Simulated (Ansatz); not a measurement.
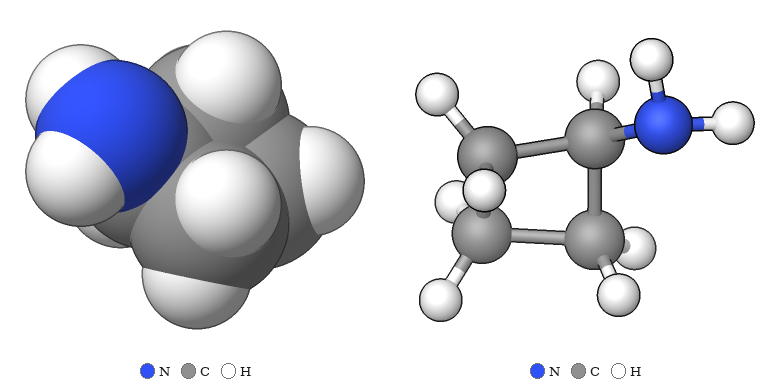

Both panels show the same species.

Description:

It has 14 atoms: 4 carbon, 9 hydrogen and 1 nitrogen (C₄H₉N). SMILES: `NC1CCC1`. Independent rings (smallest set): 1 of 4 members. Among its groups: primary amine. This geometry has Cs symmetry. Coordination, clear cases only: 1 N trigonal pyramidal.

The parts below concern this one geometry. Atoms keep their numbers from picture to picture. The geometry was computed by an optimisation with PBE0-D4/def2-TZVP.

## Geometry

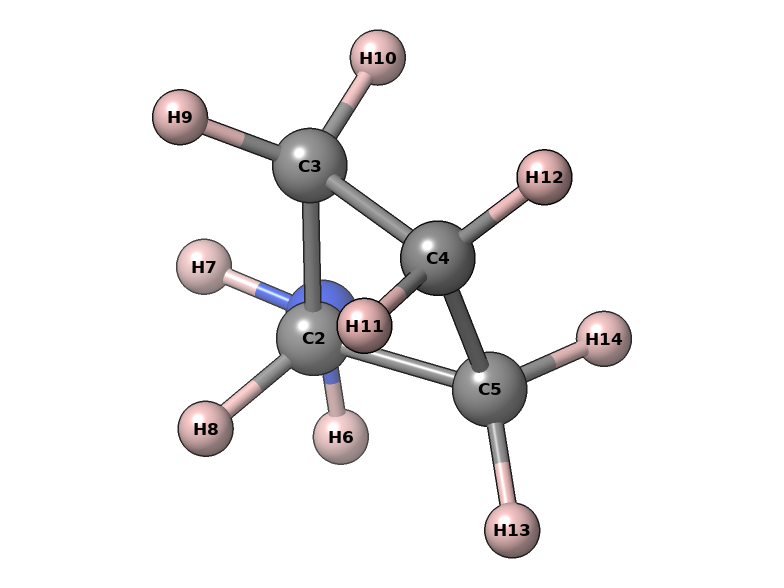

N1 lies behind C2. The molecule seen nearly along the C2–N1 bond, C2 in front. Depth is shown by fading: the farther an atom, the more it takes the colour of the background.

What is the torsion angle C3–C2–N1–H6? The sign is positive where the front bond must turn clockwise to cover the back bond.

172°, antiperiplanar (anti).

## Dipole moment

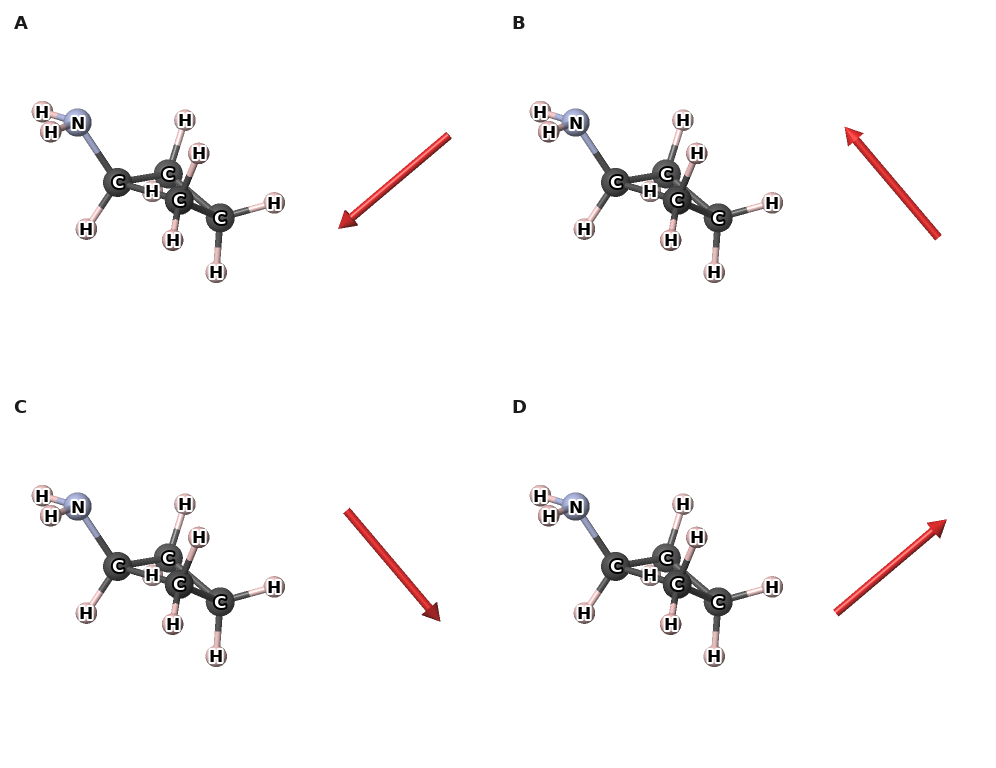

The same molecule four times, each with an arrow. Properties computed with RKS PBE0-D4/def2-TZVP (Ansatz 0.2.0).

Which arrow points along the dipole moment, from the negative to the positive end?

A. The dipole moment is 1.27 D.

## Vibrations

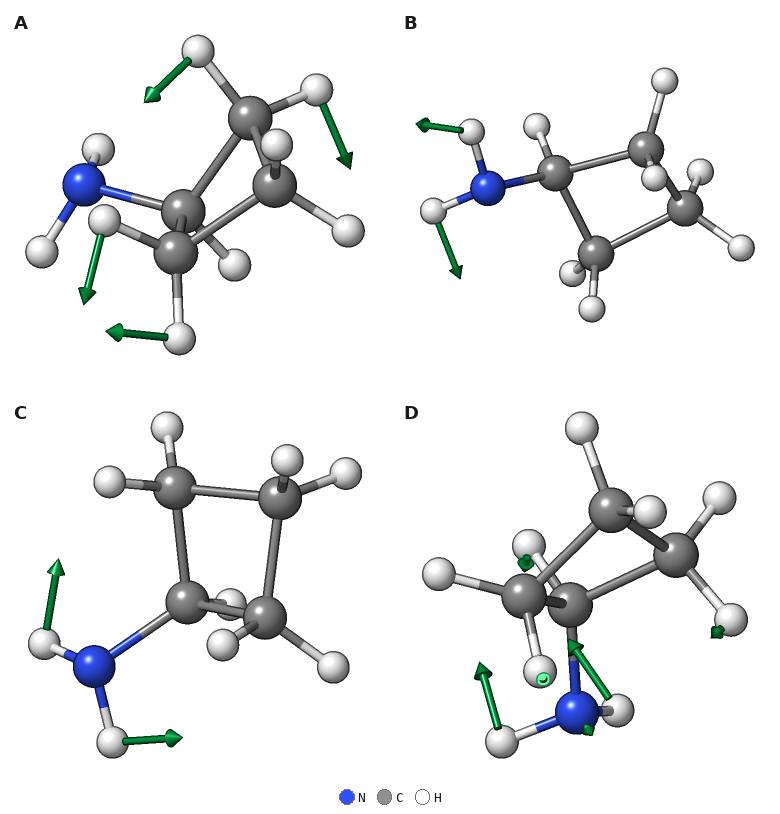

4 normal modes of one molecule or complex, as arrows. Harmonic vibrations computed with RKS PBE0-D4/def2-TZVP (Ansatz 0.2.0) at a stationary point of the same level.

Match the panels to the wavenumbers 179 cm⁻¹, 856 cm⁻¹, 1467 cm⁻¹, 1648 cm⁻¹.

A: 1467 cm⁻¹, H–C–H bending
B: 179 cm⁻¹, a torsion or out-of-plane motion in which bond lengths and bond angles hardly change
C: 1648 cm⁻¹, H–N–H bending
D: 856 cm⁻¹, C–N–H bending

## Charges

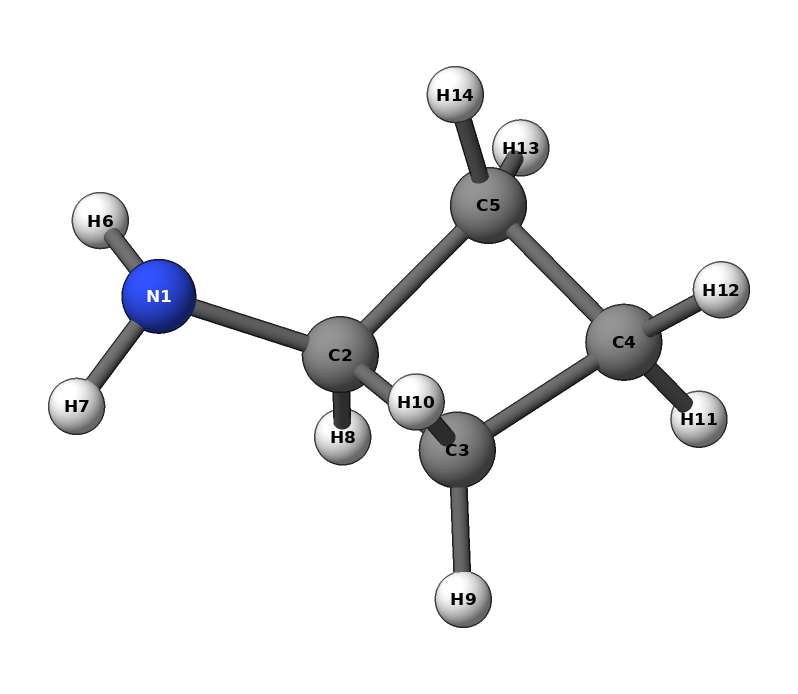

The questions are on Mulliken charges. Properties computed with RKS ωB97M-V/def2-TZVPP (Ansatz 0.2.0).

Which atom carries the highest charge (most positive or least negative)?

H6, H7 (0.10 e).

And the lowest?

N1 (−0.29 e).

List the Mulliken charges.

```
atom  value (e)
  N1      −0.29
  C2      −0.01
  C3      −0.17
  C4      −0.19
  C5      −0.17
  H6       0.10
  H7       0.10
  H8       0.09
  H9       0.09
 H10       0.09
 H11       0.09
 H12       0.09
 H13       0.09
 H14       0.09
```

Mulliken values depend strongly on the basis set and can even reverse the polarity of a bond.
